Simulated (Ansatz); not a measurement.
**C2H4OSi: density, localisation and related maps**

The calculation's input:

```
crystal:
  periodic: [false, false, false]
  atoms:
    - { symbol: O, position_ang: [-0.4809, 0.4787, 2.0674] }
    - { symbol: C, position_ang: [-0.2294, 0.2465, 0.9124] }
    - { symbol: C, position_ang: [0.6088, 0.9226, 0.0261] }
    - { symbol: Si, position_ang: [-0.599, -1.0057, -0.1497] }
    - { symbol: H, position_ang: [-0.88314, -1.44108, 1.19317] }
    - { symbol: H, position_ang: [0.2004, 1.4677, -0.7973] }
    - { symbol: H, position_ang: [-1.428, -0.648, -1.3547] }
    - { symbol: H, position_ang: [0.427, -1.9615, -0.5565] }
basis:
  gaussian: { orbitals: def2-SVP }
hamiltonian:
  xc: b3lyp
  dispersion: d4
relax:
  f_tol: 0.02
  max_steps: 50
output:
  orbitals: {}
```

Run with:

```sh
ansatz run input.yaml --threads 1 --pin off --max-ram 2048MiB --backend cpu --events-out ev --progress --plain --runs-dir out
```

The fields are those of the relaxed geometry.

These are results of RKS B3LYP-D4/def2-SVP (Ansatz), not measurements.

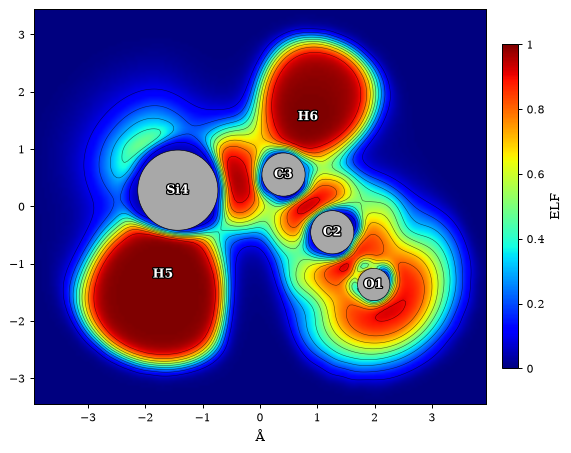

Figure 1. ELF on the plane of atoms C2, C3 and H6. Grey discs cover the atomic cores.

Read the bonding off the picture.

- The section cuts through O, C, Si and H sites.
- C–O (1.16 Å): the ELF peaks at about 0.85 between the atoms: a multiple bond.
- C–C (1.32 Å): the ELF peaks at about 0.95 between the atoms; a short, multiple covalent bond.
- C–Si (1.86 Å): the ELF peaks at about 0.95 between the atoms, as expected for localised, covalent bonding.
- C–H (1.10 Å): the ELF climbs to about 1 towards the hydrogen, as it does in any bond to H; an ordinary covalent bond to hydrogen.
- Si–H (1.49 Å): the ELF climbs to about 1 towards the hydrogen.
- The ELF also peaks beside O1, away from the bonds: lone-pair regions.

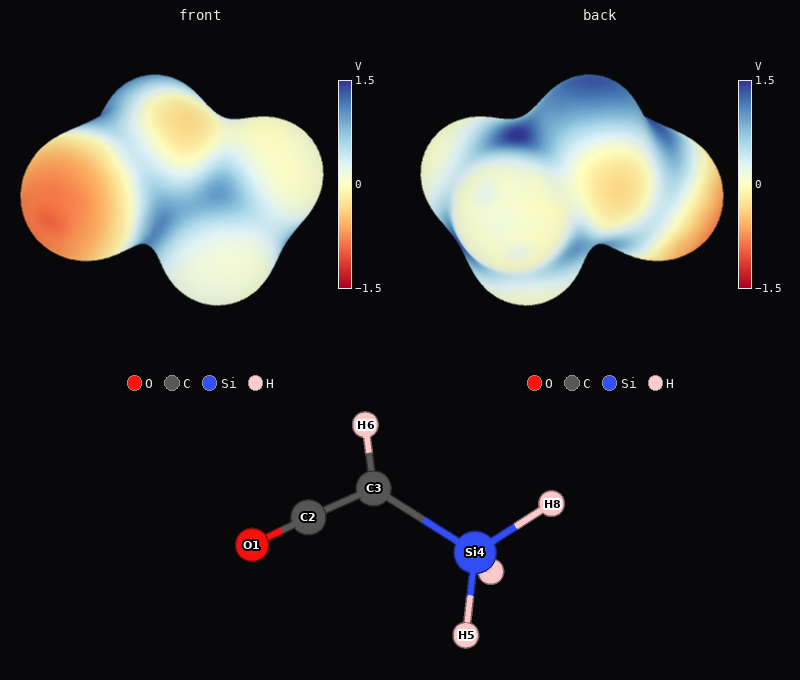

Figure 2. The electrostatic potential painted on the density surface at 0.002 e/bohr³, seen from the front and from behind; the colour scale runs from red (negative) to blue (positive). The bare structure is drawn below in the same view.

Describe the electrostatic potential map.

The most negative region (about −0.9 V) lies over O1, the most positive (about +1.4 V) over C2, Si4 and H6.

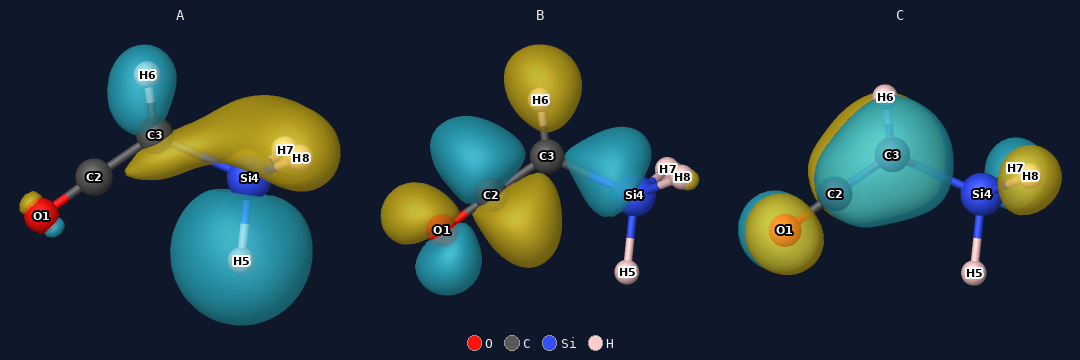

Figure 3. Three frontier orbitals at ±0.1 Å⁻³ᐟ² (yellow and cyan are the two phases), in no order.

Which picture is the HOMO−1, the HOMO and the LUMO?

A is the HOMO−1 (−9.62 eV). By Hirshfeld shares it lies mainly on Si4 (about 40 %), H5 (about 40 %), H7 (about 5 %) and H8 (about 5 %). C is the HOMO (−6.88 eV). By Hirshfeld shares it lies mainly on C3 (about 45 %), O1 (about 20 %) and C2 (about 20 %). B is the LUMO (−1.13 eV). Its weight (Hirshfeld) is mainly on C2 (about 40 %), O1 (about 25 %), C3 (about 10 %), Si4 (about 10 %) and H6 (about 10 %); π-antibonding (π*) across C2–O1.

What is the HOMO–LUMO gap?

5.75 eV between the orbital energies.

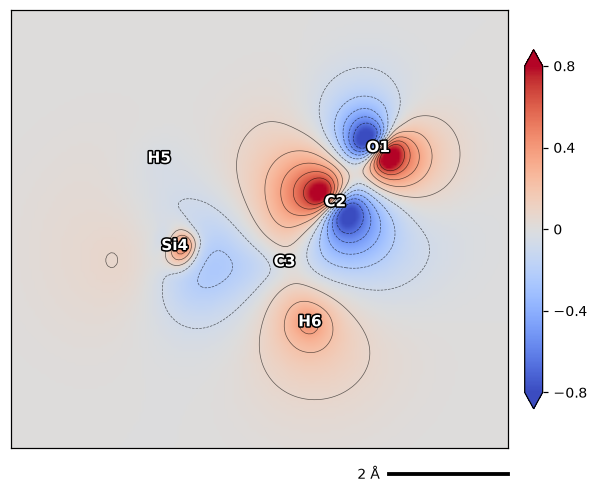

Figure 4. One frontier orbital on the plane of atoms C3, Si4 and H5 (values in Å⁻³ᐟ²; the overall sign is arbitrary).

Which orbital is it: HOMO or LUMO?

The LUMO, at −1.13 eV. By Hirshfeld shares it lies mainly on C2 (about 40 %), O1 (about 25 %), C3 (about 10 %), Si4 (about 10 %) and H6 (about 10 %); π-antibonding (π*) across C2–O1.
